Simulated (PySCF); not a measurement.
# Geometry relaxation, with input and output: NO2F (part 2 of 2)

Continued. System: NO2F (nitryl fluoride). Method: HF/cc-pV(D+d)Z, RHF (PySCF 2.14.0). The geometry comes from this level: GFN2-xTB.

Geometry of the input (Å):
```
O  0.1887  0.4659  1.1157
N  0.1097  -0.0982  0.1220
O  0.4755  -1.0642  -0.3730
F  -0.7740  0.6965  -0.8647
```

**Log, continued**
```
----------------------------------------------
cycle 9: E = -303.439423441  dE = -4.06894e-05  norm(grad) = 0.00279485
Step    8 : Displace = 2.769e-03/4.766e-03 (rms/max) Trust = 2.934e-03 (-) Grad = 1.397e-03/1.938e-03 (rms/max) E (change) = -303.4394234411 (-4.069e-05) Quality = 0.728
Hessian Eigenvalues: 5.00000e-02 5.00000e-02 5.00000e-02 ... 6.10212e-01 1.37395e+00 1.37859e+00

Geometry optimization cycle 10
Cartesian coordinates (Angstrom)
 Atom        New coordinates             dX        dY        dZ
   O   0.182737   0.462029   1.095445    0.000958 -0.003151  0.000244
   N   0.060829  -0.054502   0.067731    0.000462  0.002072 -0.002033
   O   0.465166  -1.045292  -0.371251    0.000361 -0.000016  0.003273
   F  -0.708732   0.637764  -0.791925   -0.001781  0.001095 -0.001484
converged SCF energy = -303.439425785658
--------------- RHF_Scanner gradients ---------------
         x                y                z
0 O     0.0006044269    -0.0012627282    -0.0001576181
1 N    -0.0005168502     0.0006731318    -0.0007883190
2 O     0.0003110997     0.0002857330     0.0013414614
3 F    -0.0003986764     0.0003038635    -0.0003955243
----------------------------------------------
cycle 10: E = -303.439425786  dE = -2.34455e-06  norm(grad) = 0.00238998
Step    9 : Displace = 3.039e-03/3.289e-03 (rms/max) Trust = 2.934e-03 (=) Grad = 1.195e-03/1.409e-03 (rms/max) E (change) = -303.4394257857 (-2.345e-06) Quality = 0.141
Hessian Eigenvalues: 5.00000e-02 5.00000e-02 5.00000e-02 ... 1.19240e+00 1.37859e+00 1.40850e+00

Geometry optimization cycle 11
Cartesian coordinates (Angstrom)
 Atom        New coordinates             dX        dY        dZ
   O   0.181933   0.463558   1.095469   -0.000804  0.001529  0.000024
   N   0.061328  -0.055179   0.068509    0.000498 -0.000677  0.000778
   O   0.464702  -1.045502  -0.372887   -0.000464 -0.000210 -0.001635
   F  -0.707962   0.637123  -0.791092    0.000770 -0.000641  0.000833
converged SCF energy = -303.439432327037
--------------- RHF_Scanner gradients ---------------
         x                y                z
0 O    -0.0000140626    -0.0000006554    -0.0000227897
1 N     0.0000196833    -0.0000085395     0.0000032572
2 O    -0.0000131432     0.0000154156     0.0000022714
3 F     0.0000075226    -0.0000062208     0.0000172611
----------------------------------------------
cycle 11: E = -303.439432327  dE = -6.54138e-06  norm(grad) = 4.46912e-05
Step   10 : Displace = 1.494e-03/1.726e-03 (rms/max) Trust = 1.467e-03 (-) Grad = 2.235e-05/2.679e-05 (rms/max) E (change) = -303.4394323270 (-6.541e-06) Quality = 0.992
Hessian Eigenvalues: 5.00000e-02 5.00000e-02 5.00000e-02 ... 1.20887e+00 1.37859e+00 1.40093e+00

Geometry optimization cycle 12
Cartesian coordinates (Angstrom)
 Atom        New coordinates             dX        dY        dZ
   O   0.181965   0.463541   1.095504    0.000031 -0.000017  0.000035
   N   0.061310  -0.055165   0.068526   -0.000018  0.000014  0.000017
   O   0.464693  -1.045481  -0.372893   -0.000008  0.000021 -0.000007
   F  -0.707967   0.637105  -0.791137   -0.000005 -0.000018 -0.000045
converged SCF energy = -303.439432326752
--------------- RHF_Scanner gradients ---------------
         x                y                z
0 O     0.0000074954    -0.0000074567     0.0000063594
1 N    -0.0000018798     0.0000116725     0.0000148843
2 O    -0.0000090984     0.0000111165    -0.0000070063
3 F     0.0000034828    -0.0000153323    -0.0000142375
----------------------------------------------
cycle 12: E = -303.439432327  dE = 2.85013e-10  norm(grad) = 3.49129e-05
Step   11 : Displace = 3.957e-05/5.046e-05 (rms/max) Trust = 2.075e-03 (+) Grad = 1.746e-05/2.121e-05 (rms/max) E (change) = -303.4394323268 (+2.850e-10) Quality = -0.155
Hessian Eigenvalues: 4.99994e-02 5.00000e-02 5.00000e-02 ... 8.89376e-01 1.37460e+00 1.40150e+00

Geometry optimization cycle 13
Cartesian coordinates (Angstrom)
 Atom        New coordinates             dX        dY        dZ
   O   0.181957   0.463545   1.095491   -0.000007  0.000004 -0.000014
   N   0.061309  -0.055173   0.068516   -0.000001 -0.000008 -0.000010
   O   0.464708  -1.045497  -0.372883    0.000014 -0.000016  0.000010
   F  -0.707973   0.637125  -0.791124   -0.000006  0.000020  0.000013
converged SCF energy = -303.439432328255
--------------- RHF_Scanner gradients ---------------
         x                y                z
0 O     0.0000039559    -0.0000025394     0.0000033498
1 N    -0.0000041972     0.0000045573     0.0000031931
2 O     0.0000011593    -0.0000009094    -0.0000010366
3 F    -0.0000009180    -0.0000011085    -0.0000055063
----------------------------------------------
cycle 13: E = -303.439432328  dE = -1.50374e-09  norm(grad) = 1.08414e-05
```

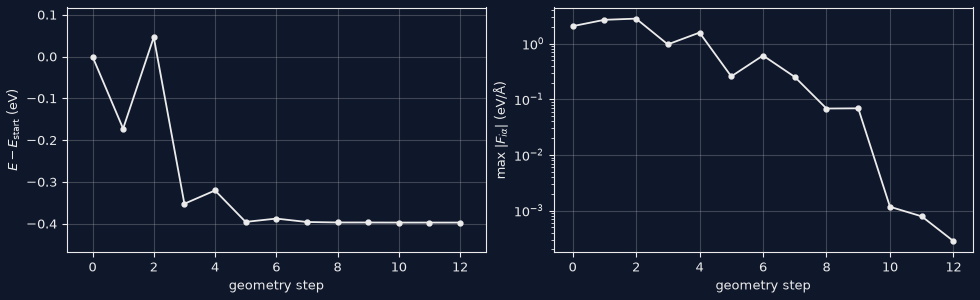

Figure 1. Progress of the relaxation, step by step (steps are counted from 0).

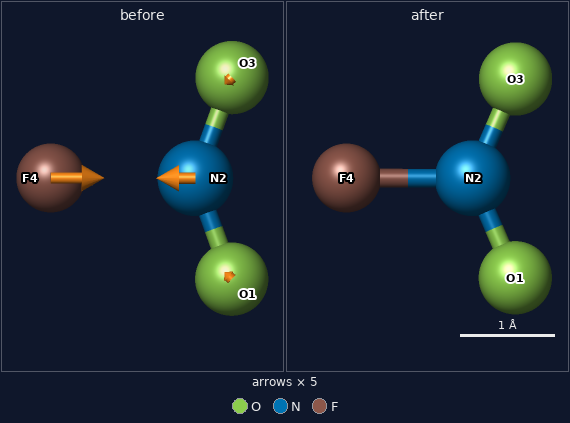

Figure 2. Before (left) and after (right) the relaxation, at one scale (ball-and-stick view, seen at a tilt). The orange arrows give the displacements, magnified 5 times. The atom that moves furthest after the best rigid fit is F4 (0.12 Å). Largest moves by element: F 0.12 Å, N 0.08 Å, O 0.02 Å. Distances before and after: N2–F4 1.545 → 1.345 Å, N2–O3 1.145 → 1.157 Å. Among the angles that change: O1–N2–O3 140.2° → 133.3°. The energy falls by 0.397 eV in 12 geometry steps. The largest force component goes from 2.1 to 0.00028 eV/Å. (Atoms are counted from 1 in the order of the input.)

```
Step   12 : Displace = 2.007e-05/2.555e-05 (rms/max) Trust = 1.978e-05 (-) Grad = 5.421e-06/6.970e-06 (rms/max) E (change) = -303.4394323283 (-1.504e-09) Quality = 0.854
Hessian Eigenvalues: 4.99994e-02 5.00000e-02 5.00000e-02 ... 8.89376e-01 1.37460e+00 1.40150e+00
Converged! =D

converged: True
O           0.18195749        0.46354524        1.09549056
N           0.06130859       -0.05517335        0.06851598
O           0.46470771       -1.04549707       -0.37288320
F          -0.70797326        0.63712519       -0.79112388
converged SCF energy = -303.439432328261
E = -303.4394323283 Eh
```

**Trajectory as extended XYZ (Å, eV, eV/Å), 13 frames, from step=0 to step=12**
```
4
Properties=species:S:1:pos:R:3:forces:R:3 step=0 energy=-8256.61044
O     0.1887    0.4659    1.1157    0.1725  -0.6353  -0.5094
N     0.1097   -0.0982    0.1220   -1.8714   1.6637  -2.0684
O     0.4755   -1.0642   -0.3730   -0.0495   0.5411   0.6315
F    -0.7740    0.6965   -0.8647    1.7484  -1.5694   1.9463
4
Properties=species:S:1:pos:R:3:forces:R:3 step=1 energy=-8256.78282
O     0.1989    0.4206    1.0736   -0.6250   2.6897   2.3824
N     0.0351   -0.0329    0.0407    1.2034  -1.0254   1.2780
O     0.4687   -1.0203   -0.3287    0.3469  -2.4843  -2.6462
F    -0.7027    0.6326   -0.7856   -0.9252   0.8199  -1.0142
4
Properties=species:S:1:pos:R:3:forces:R:3 step=2 energy=-8256.56396
O     0.1400    0.5195    1.0749    1.8241  -1.4001   2.3636
N     0.0821   -0.0734    0.0913   -1.2282   1.0839  -1.3530
O     0.4310   -1.0337   -0.4365    1.9313  -1.9650   1.8172
F    -0.6530    0.5875   -0.7297   -2.5272   2.2811  -2.8278
4
Properties=species:S:1:pos:R:3:forces:R:3 step=3 energy=-8256.96263
O     0.1677    0.4863    1.0946    0.5519  -0.8870   0.0284
N     0.0697   -0.0619    0.0771   -0.4083   0.3306  -0.4194
O     0.4552   -1.0475   -0.3979    0.3693   0.0857   0.9740
F    -0.6926    0.6232   -0.7738   -0.5129   0.4708  -0.5830
4
Properties=species:S:1:pos:R:3:forces:R:3 step=4 energy=-8256.93077
O     0.1896    0.4482    1.0865   -0.4134   0.8690   0.4776
N     0.0385   -0.0402    0.0488    1.5858  -1.1802   1.5115
O     0.4674   -1.0350   -0.3569   -0.1436  -0.5575  -0.9045
F    -0.6955    0.6269   -0.7784   -1.0287   0.8686  -1.0846
4
Properties=species:S:1:pos:R:3:forces:R:3 step=5 energy=-8257.00601
O     0.1835    0.4603    1.0955   -0.0834   0.1234  -0.0633
N     0.0589   -0.0520    0.0648    0.1933  -0.2167   0.2588
O     0.4656   -1.0452   -0.3694   -0.0685   0.0451  -0.1388
F    -0.7080    0.6369   -0.7909   -0.0414   0.0482  -0.0567
4
Properties=species:S:1:pos:R:3:forces:R:3 step=6 energy=-8256.99811
O     0.1870    0.4682    1.0933   -0.2133  -0.2024   0.0696
N     0.0476   -0.0642    0.0751    0.6139   0.3984  -0.2907
O     0.4701   -1.0424   -0.3766   -0.2318  -0.1061   0.1622
F    -0.7047    0.6385   -0.7918   -0.1688  -0.0899   0.0589
4
Properties=species:S:1:pos:R:3:forces:R:3 step=7 energy=-8257.00625
O     0.1836    0.4657    1.0947   -0.0742  -0.0955   0.0054
N     0.0560   -0.0582    0.0706    0.2530   0.1214  -0.0760
O     0.4665   -1.0445   -0.3747   -0.0890  -0.0180   0.0802
F    -0.7061    0.6370   -0.7907   -0.0898  -0.0079  -0.0097
4
Properties=species:S:1:pos:R:3:forces:R:3 step=8 energy=-8257.00735
O     0.1818    0.4652    1.0952    0.0063  -0.0656   0.0130
N     0.0604   -0.0566    0.0698    0.0351   0.0684  -0.0635
O     0.4648   -1.0453   -0.3745   -0.0041  -0.0108   0.0661
F    -0.7070    0.6367   -0.7904   -0.0373   0.0081  -0.0157
4
Properties=species:S:1:pos:R:3:forces:R:3 step=9 energy=-8257.00742
O     0.1827    0.4620    1.0954   -0.0311   0.0649   0.0081
N     0.0608   -0.0545    0.0677    0.0266  -0.0346   0.0405
O     0.4652   -1.0453   -0.3713   -0.0160  -0.0147  -0.0690
F    -0.7087    0.6378   -0.7919    0.0205  -0.0156   0.0203
4
Properties=species:S:1:pos:R:3:forces:R:3 step=10 energy=-8257.00760
O     0.1819    0.4636    1.0955    0.0007   0.0000   0.0012
N     0.0613   -0.0552    0.0685   -0.0010   0.0004  -0.0002
O     0.4647   -1.0455   -0.3729    0.0007  -0.0008  -0.0001
F    -0.7080    0.6371   -0.7911   -0.0004   0.0003  -0.0009
4
Properties=species:S:1:pos:R:3:forces:R:3 step=11 energy=-8257.00760
O     0.1820    0.4635    1.0955   -0.0004   0.0004  -0.0003
N     0.0613   -0.0552    0.0685    0.0001  -0.0006  -0.0008
O     0.4647   -1.0455   -0.3729    0.0005  -0.0006   0.0004
F    -0.7080    0.6371   -0.7911   -0.0002   0.0008   0.0007
4
Properties=species:S:1:pos:R:3:forces:R:3 step=12 energy=-8257.00760
O     0.1820    0.4635    1.0955   -0.0002   0.0001  -0.0002
N     0.0613   -0.0552    0.0685    0.0002  -0.0002  -0.0002
O     0.4647   -1.0455   -0.3729   -0.0001   0.0000   0.0001
F    -0.7080    0.6371   -0.7911    0.0000   0.0001   0.0003
```

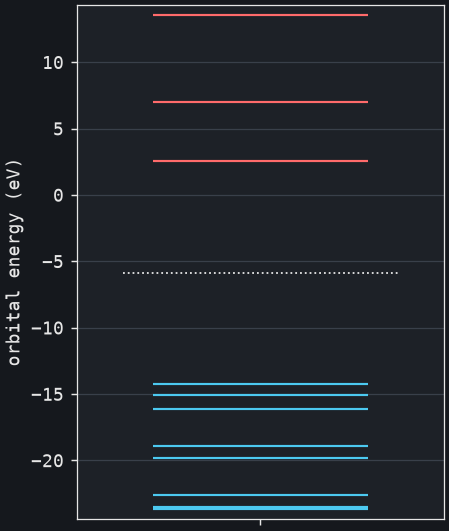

Figure 3. Orbital energies near the frontier; the dotted line parts filled from empty levels, and levels within 0.02 eV of each other stand side by side. Highest filled −14.26 eV, lowest empty 2.55 eV, 16.81 eV apart.
